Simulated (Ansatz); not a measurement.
# Geometry relaxation of GaPt12 (part 2 of 2)

Continued. System: GaPt12 (slab, 13 atoms in the cell). Method: DFT PBEsol, scalar-relativistic, plane waves, PAW, no spin polarisation (Ansatz 0.2.0); cutoff 420 eV, 3×3×1 k-mesh, Fermi–Dirac smearing of 0.15 eV. The input holds or restrains some coordinates. Forces given for the steps count only the free coordinates. It belongs to a series of runs on one base structure; here: start relaxed.

Geometry of the input (Å; fractional positions):
```
5.5437  0.0000  0.0000
2.7719  4.8010  0.0000
0.0000  0.0000  16.5264
Pt 0.1667  0.1667  0.0605
Pt 0.6667  0.1667  0.0605
Pt 0.1667  0.6667  0.0605
Pt 0.6667  0.6667  0.0605
Pt -0.1667  0.3333  0.1975
Pt 0.3333  0.3333  0.1975
Pt -0.1667  0.8333  0.1975
Pt 0.3333  0.8333  0.1975
Pt 0.0000  0.0000  0.3344
Pt 0.5000  0.0000  0.3344
Pt 0.0000  0.5000  0.3344
Pt 0.5000  0.5000  0.3344
Ga 0.1508  0.1637  0.4663
```

**Output, continued**
```
  k-point 0: bands = ["-91.5290", "-91.5107", "-91.5106", "-91.4627", "-91.2355", "-91.2181", "-91.2177", "-91.0755", "-91.0461", "-91.0330", "-91.0330", "-91.0077", "-45.9095", "-45.8874", "-45.8873", "-45.7595", "-45.7406", "-45.7224", "-45.7223", "-45.6236", "-45.6206", "-45.6154", "-45.6152", "-45.5787", "-45.5786", "-45.5190", "-45.5188", "-45.4667", "-45.4666", "-45.4537", "-45.3836", "-45.3832", "-45.3642", "-45.2782", "-45.2369", "-45.2365", "-45.2164", "-45.2164", "-45.2045", "-45.1821", "-45.1821", "-45.1233", "-45.1232", "-45.0957", "-45.0545", "-45.0376", "-45.0376", "-45.0197", "-7.3689", "-7.3688", "-7.3566", "-7.2955", "-7.2954", "-2.4542", "-1.0641", "-0.1412", "0.2416", "0.3515", "0.3517", "0.5137", "0.5576", "0.5578", "0.8221", "1.0853", "1.0853", "1.1747", "1.1983", "1.1985", "1.7401", "2.6093", "2.6097", "2.8949", "3.0761", "3.0769", "3.1317", "3.2430", "3.4218", "3.4218", "3.7009", "3.7010", "3.8809", "3.8821", "3.8825", "3.9265", "3.9745", "3.9746", "4.2859", "4.2871", "4.5129", "5.2747", "5.2749", "5.4418", "5.4763", "5.5081", "5.5091", "5.5566", "5.5572", "6.0999", "6.1005", "6.4761", "6.4764", "6.6277", "6.7136", "6.7507", "6.7510", "6.8130", "6.8943", "6.8956", "7.1881", "7.2105", "7.2107", "7.4599", "7.4973", "7.4975", "7.6353", "7.6354", "7.6456", "7.7150", "7.7624", "7.7638", "8.2742", "9.3140", "9.6685", "9.6695", "9.6961", "9.6966", "9.8423", "10.5181", "10.5191", "11.6860", "12.3477", "13.0593", "13.0811", "13.0816", "13.1423", "13.5387", "13.5402", "13.9502", "14.3092", "14.7746", "14.7768"]
  k-point 1: bands = ["-91.5246", "-91.5144", "-91.5106", "-91.4634", "-91.2319", "-91.2214", "-91.2179", "-91.0735", "-91.0449", "-91.0362", "-91.0330", "-91.0079", "-45.8597", "-45.8386", "-45.8044", "-45.7430", "-45.7210", "-45.7127", "-45.7099", "-45.6691", "-45.6635", "-45.6134", "-45.5976", "-45.5949", "-45.5412", "-45.5341", "-45.5338", "-45.4323", "-45.4314", "-45.4179", "-45.4172", "-45.3853", "-45.3661", "-45.2702", "-45.2636", "-45.2531", "-45.2462", "-45.2387", "-45.2341", "-45.2111", "-45.1958", "-45.1903", "-45.1452", "-45.0910", "-45.0529", "-45.0418", "-45.0372", "-45.0198", "-7.3698", "-7.3685", "-7.3545", "-7.2955", "-7.2949", "-1.5449", "-0.3790", "0.1592", "0.6601", "0.8137", "0.9540", "1.0238", "1.1266", "1.1481", "1.2329", "1.3246", "1.5258", "1.5402", "1.8079", "2.0418", "2.1053", "2.6328", "2.6351", "2.7424", "2.8710", "2.9608", "3.1057", "3.1714", "3.2234", "3.3112", "3.4565", "3.4577", "3.6459", "3.8634", "3.8962", "3.9830", "4.0313", "4.0687", "4.0972", "4.2179", "4.4663", "4.4884", "4.5649", "4.6744", "4.8314", "4.8417", "4.9176", "4.9566", "5.0012", "5.1146", "5.3264", "5.3781", "5.4211", "5.6848", "5.7430", "5.8862", "6.0141", "6.0872", "6.1619", "6.1823", "6.3253", "6.3922", "6.5484", "6.5712", "6.6322", "6.7877", "6.9081", "6.9964", "7.1815", "7.1937", "7.8853", "8.8593", "8.9482", "9.0876", "9.3513", "9.6863", "10.0469", "10.6897", "11.1467", "11.6593", "12.5646", "12.8128", "12.9682", "13.3352", "13.4536", "13.6051", "13.9932", "14.4823", "14.4969", "15.0166", "15.2794", "15.6425", "15.6976"]
  k-point 2: bands = ["-91.5246", "-91.5144", "-91.5107", "-91.4634", "-91.2319", "-91.2211", "-91.2181", "-91.0735", "-91.0449", "-91.0362", "-91.0330", "-91.0079", "-45.8597", "-45.8386", "-45.8044", "-45.7430", "-45.7210", "-45.7127", "-45.7100", "-45.6691", "-45.6635", "-45.6134", "-45.5977", "-45.5950", "-45.5412", "-45.5339", "-45.5338", "-45.4323", "-45.4313", "-45.4179", "-45.4172", "-45.3853", "-45.3664", "-45.2703", "-45.2635", "-45.2531", "-45.2460", "-45.2387", "-45.2343", "-45.2110", "-45.1958", "-45.1903", "-45.1452", "-45.0910", "-45.0529", "-45.0418", "-45.0372", "-45.0198", "-7.3697", "-7.3685", "-7.3545", "-7.2955", "-7.2949", "-1.5450", "-0.3791", "0.1592", "0.6600", "0.8137", "0.9541", "1.0238", "1.1267", "1.1480", "1.2328", "1.3247", "1.5257", "1.5402", "1.8079", "2.0419", "2.1052", "2.6329", "2.6352", "2.7423", "2.8710", "2.9609", "3.1056", "3.1716", "3.2234", "3.3114", "3.4567", "3.4577", "3.6460", "3.8636", "3.8964", "3.9830", "4.0313", "4.0686", "4.0971", "4.2179", "4.4660", "4.4884", "4.5650", "4.6745", "4.8315", "4.8418", "4.9177", "4.9566", "5.0011", "5.1147", "5.3262", "5.3781", "5.4212", "5.6849", "5.7429", "5.8862", "6.0139", "6.0872", "6.1618", "6.1822", "6.3253", "6.3923", "6.5484", "6.5712", "6.6324", "6.7878", "6.9083", "6.9965", "7.1814", "7.1936", "7.8853", "8.8593", "8.9482", "9.0876", "9.3511", "9.6863", "10.0466", "10.6895", "11.1466", "11.6594", "12.5646", "12.8128", "12.9679", "13.3352", "13.4534", "13.6050", "13.9932", "14.4825", "14.4969", "15.0166", "15.2792", "15.6427", "15.6978"]
  k-point 4: bands = ["-91.5192", "-91.5190", "-91.5111", "-91.4637", "-91.2284", "-91.2246", "-91.2180", "-91.0725", "-91.0413", "-91.0413", "-91.0324", "-91.0080", "-45.7912", "-45.7903", "-45.7460", "-45.7386", "-45.7369", "-45.7229", "-45.7220", "-45.7126", "-45.6922", "-45.6138", "-45.5922", "-45.5899", "-45.5530", "-45.5492", "-45.4823", "-45.4438", "-45.4332", "-45.4133", "-45.3767", "-45.3644", "-45.3307", "-45.3292", "-45.3207", "-45.2623", "-45.2527", "-45.2357", "-45.2320", "-45.2311", "-45.1977", "-45.1971", "-45.1914", "-45.0886", "-45.0495", "-45.0475", "-45.0362", "-45.0199", "-7.3701", "-7.3684", "-7.3535", "-7.2951", "-7.2949", "-0.3424", "-0.0196", "0.0488", "0.3721", "1.2649", "1.3139", "1.6224", "1.7408", "1.8341", "1.8511", "1.8654", "1.8918", "1.9395", "2.1112", "2.1131", "2.1177", "2.4508", "2.4580", "2.5504", "2.5914", "2.7286", "2.8537", "2.9084", "2.9936", "3.1346", "3.2109", "3.2957", "3.3036", "3.3441", "3.4246", "3.5732", "3.6223", "3.9515", "3.9982", "4.0372", "4.0759", "4.1807", "4.2326", "4.2352", "4.2408", "4.5383", "4.7235", "4.8029", "5.1027", "5.1671", "5.2801", "5.3081", "5.3642", "5.5869", "5.6744", "5.7309", "5.9973", "6.1083", "6.2464", "6.2762", "6.3251", "6.5119", "6.5416", "6.5505", "6.5781", "6.5892", "6.6030", "6.6802", "6.7126", "6.7296", "6.7753", "7.2037", "8.3589", "8.7268", "9.2282", "10.7157", "10.8694", "11.9174", "11.9607", "11.9679", "12.2746", "13.0417", "13.0860", "13.5071", "13.6353", "13.7558", "14.2503", "14.5014", "14.8161", "14.8236", "14.9579", "15.0301", "15.7860"]
--- Relaxed structure (4 steps of the walk, 4 accepted, 0 SCFs on fresh bases) ---
  F+E_penalty+E_count = -152345.39232771 eV   max|allowed force component| = 3.976e-3 eV/Å
  atoms:
    - { symbol: Pt, position: [0.1666667, 0.1666667, 0.0605092] }
    - { symbol: Pt, position: [0.6666667000000001, 0.1666667, 0.0605092] }
    - { symbol: Pt, position: [0.1666667, 0.6666667000000001, 0.0605092] }
    - { symbol: Pt, position: [0.6666667, 0.6666667000000001, 0.0605092] }
    - { symbol: Pt, position: [-0.1665533198739829, 0.333193196546072, 0.197635563919572] }
    - { symbol: Pt, position: [0.33311965676229327, 0.33319329552204097, 0.19763479840881493] }
    - { symbol: Pt, position: [-0.16678778560586832, 0.8333051448283059, 0.19651234807050463] }
    - { symbol: Pt, position: [0.3331208019994754, 0.833517608877678, 0.1976368131126254] }
    - { symbol: Pt, position: [-0.0028041037719402683, -0.0027089058686714427, 0.3368686787643318] }
    - { symbol: Pt, position: [0.5050990152973653, -0.002680133365027069, 0.3368773121379336] }
    - { symbol: Pt, position: [-0.0027913534201310652, 0.5052257045572627, 0.33687075124833615] }
    - { symbol: Pt, position: [0.499835263575347, 0.4999432657779666, 0.33487414295049905] }
    - { symbol: Ga, position: [0.16632010449322907, 0.16663526258922517, 0.451046262152601] }
```

**Trajectory as extended XYZ (Å, eV, eV/Å), 4 frames, from step=1 to step=4**
```
13
Lattice="5.5437 0.0000 0.0000 2.7719 4.8010 0.0000 0.0000 0.0000 16.5264" Properties=species:S:1:pos:R:3:forces:R:3 step=1 energy=-152345.15378
Pt    1.3859    0.8002    1.0000   -0.0033  -0.0004   0.1143
Pt    4.1578    0.8002    1.0000    0.0032   0.0457  -0.0251
Pt    2.7719    3.2007    1.0000    0.0385  -0.0202  -0.0154
Pt    5.5437    3.2007    1.0000   -0.0423  -0.0260  -0.0425
Pt    0.0000    1.6003    3.2632   -0.0226   0.0163  -0.1174
Pt    2.7719    1.6003    3.2632    0.0259   0.0131  -0.0962
Pt    1.3859    4.0008    3.2632   -0.0139  -0.0019  -0.2954
Pt    4.1578    4.0008    3.2632    0.0045  -0.0279  -0.1093
Pt    0.0000    0.0000    5.5264    0.0082   0.0025   0.6086
Pt    2.7719    0.0000    5.5264   -0.0562   0.0322   0.5787
Pt    1.3859    2.4005    5.5264    0.0013  -0.0494   0.5983
Pt    4.1578    2.4005    5.5264   -0.0064  -0.0009   0.0907
Ga    1.2896    0.7859    7.7064    0.0632   0.0171  -1.2909
13
Lattice="5.5437 0.0000 0.0000 2.7719 4.8010 0.0000 0.0000 0.0000 16.5264" Properties=species:S:1:pos:R:3:forces:R:3 step=2 energy=-152345.37721
Pt    1.3859    0.8002    1.0000    0.0018   0.0007   0.1951
Pt    4.1578    0.8002    1.0000   -0.0041   0.0944  -0.0616
Pt    2.7719    3.2007    1.0000    0.0783  -0.0486  -0.0498
Pt    5.5437    3.2007    1.0000   -0.0853  -0.0479  -0.0802
Pt   -0.0022    1.6008    3.2664    0.0220  -0.0158   0.0834
Pt    2.7716    1.6007    3.2701   -0.0295  -0.0156   0.0628
Pt    1.3815    4.0001    3.2421    0.0075   0.0011   0.1799
Pt    4.1567    3.9993    3.2676   -0.0039   0.0291   0.0757
Pt   -0.0227   -0.0133    5.5691   -0.0388  -0.0051   0.0327
Pt    2.7811   -0.0065    5.5834    0.0079  -0.0274   0.0167
Pt    1.3850    2.4174    5.5789   -0.0346   0.0240   0.0170
Pt    4.1558    2.3999    5.5579   -0.0047  -0.0013  -0.1307
Ga    1.3290    0.7938    7.5148    0.0834   0.0124  -0.3410
13
Lattice="5.5437 0.0000 0.0000 2.7719 4.8010 0.0000 0.0000 0.0000 16.5264" Properties=species:S:1:pos:R:3:forces:R:3 step=3 energy=-152345.38559
Pt    1.3859    0.8002    1.0000   -0.0025  -0.0005   0.1691
Pt    4.1578    0.8002    1.0000   -0.0002   0.0702  -0.0583
Pt    2.7719    3.2007    1.0000    0.0592  -0.0343  -0.0551
Pt    5.5437    3.2007    1.0000   -0.0636  -0.0366  -0.0618
Pt    0.0002    1.5992    3.2656   -0.0173   0.0050  -0.0975
Pt    2.7687    1.5989    3.2655    0.0180   0.0126  -0.0978
Pt    1.3832    4.0004    3.2519    0.0119   0.0025  -0.1696
Pt    4.1566    4.0024    3.2657   -0.0062  -0.0190  -0.0974
Pt   -0.0256   -0.0149    5.5512   -0.0333  -0.0087   0.0487
Pt    2.7928   -0.0128    5.5542    0.0308  -0.0308   0.0413
Pt    1.3854    2.4270    5.5524   -0.0205   0.0390   0.0461
Pt    4.1553    2.3998    5.5184    0.0140   0.0024   0.1020
Ga    1.3775    0.8007    7.4131    0.0097  -0.0019   0.2298
13
Lattice="5.5437 0.0000 0.0000 2.7719 4.8010 0.0000 0.0000 0.0000 16.5264" Properties=species:S:1:pos:R:3:forces:R:3 step=4 energy=-152345.39233
Pt    1.3859    0.8002    1.0000   -0.0006  -0.0002   0.1773
Pt    4.1578    0.8002    1.0000   -0.0005   0.0805  -0.0628
Pt    2.7719    3.2007    1.0000    0.0691  -0.0403  -0.0624
Pt    5.5437    3.2007    1.0000   -0.0705  -0.0405  -0.0632
Pt    0.0002    1.5997    3.2662    0.0010  -0.0005   0.0009
Pt    2.7703    1.5997    3.2662   -0.0006  -0.0004   0.0011
Pt    1.3852    4.0007    3.2476    0.0011   0.0000   0.0009
Pt    4.1571    4.0017    3.2662    0.0001   0.0011   0.0008
Pt   -0.0231   -0.0130    5.5672   -0.0029  -0.0012   0.0025
Pt    2.7927   -0.0129    5.5674    0.0020  -0.0015   0.0036
Pt    1.3849    2.4256    5.5673   -0.0007   0.0030   0.0030
Pt    4.1567    2.4002    5.5343    0.0005   0.0001   0.0025
Ga    1.3839    0.8000    7.4542    0.0020  -0.0002  -0.0040
```

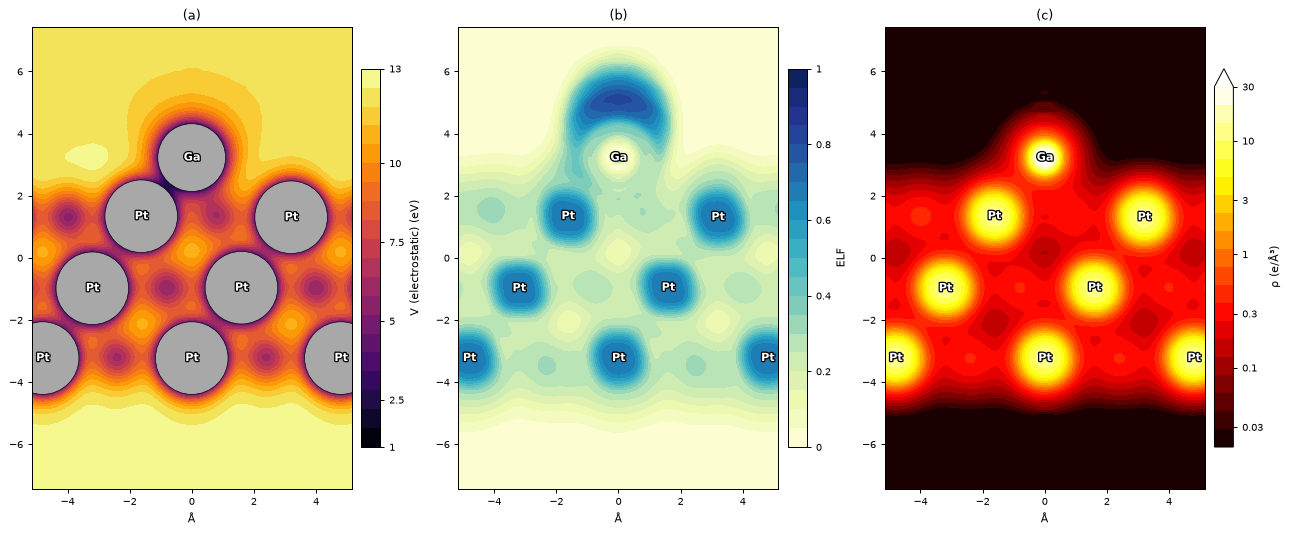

Figure 1. (a) electrostatic potential (local pseudopotential plus Hartree) felt by an electron; (b) ELF; (c) valence charge density (pseudo) on the (11̄0) plane of the calculation cell, a cut from vacuum to vacuum. Grey discs, where drawn, cover atomic cores. The section cuts through Pt and Ga sites. Ga–Pt (2.49 Å): the density is about 0.49 e/Å³ at the midpoint; the ELF is about 0.35 at the midpoint; no shared electron pair. Pt–Pt (2.77 Å): ρ at the midpoint is about 0.38 e/Å³; the ELF is about 0.30 at the midpoint; no localised pair between them. Pt–Pt (2.80 Å): ρ is about 0.35 e/Å³ halfway; the ELF is about 0.25 at the midpoint (no shared electron pair). The density dies away to nearly zero in the vacuum. The strong features right at Pt and Ga lie inside the PAW spheres (semicore, d or f shells) and say nothing about bonding. Core electrons are frozen (PAW), so the fields are smoothed inside the atomic spheres.

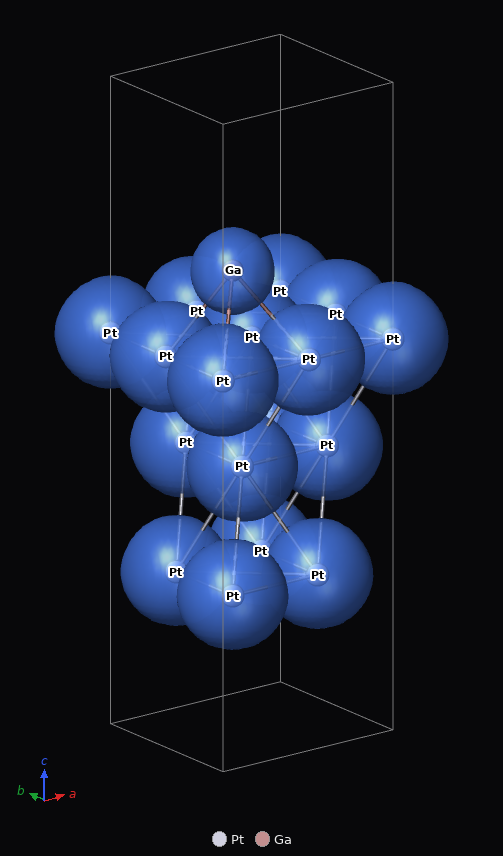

Figure 2. Isosurface of the valence charge density (pseudo) at 0.6 e/Å³ (blue), seen slightly off an axis. Sticks mark near contacts. At this value the density breaks into separate islands; it holds about 80 % of the electrons treated as valence (semicore included). It is pinched off along the Ga–Pt (2.49 Å), Pt–Pt (2.73 Å), Pt–Pt (2.77 Å) and Pt–Pt (2.81 Å) contacts. On the grid the lowest density along these lines, outside the cores, is 0.44 e/Å³ (Ga–Pt, 2.49 Å), 0.41 e/Å³ (Pt–Pt, 2.73 Å), 0.38 e/Å³ (Pt–Pt, 2.77 Å) and 0.35 e/Å³ (Pt–Pt, 2.81 Å).

**Summary**

| quantity | value |
| --- | --- |
| outcome | converged under the restraints of the input |
| electrons treated | 229 |
| free energy | −152345.3923 eV |
| Fermi energy | 6.940 eV |
| final volume | 439.86 Å³ |
| largest force (length of the vector) at the end, held atoms and coordinates included | 0.177 eV/Å |
| hardware | 4 threads of Intel Xeon (Granite Rapids), 16 GiB of memory available, shared host |
| wall time | 29 s (CPU time 1.8 min) |
| peak memory | 1.7 GiB |

**Notes**

Warnings of the run: the exchange-correlation potential is rough where the density is thin. Spin–orbit coupling is left out, which matters for Pt.
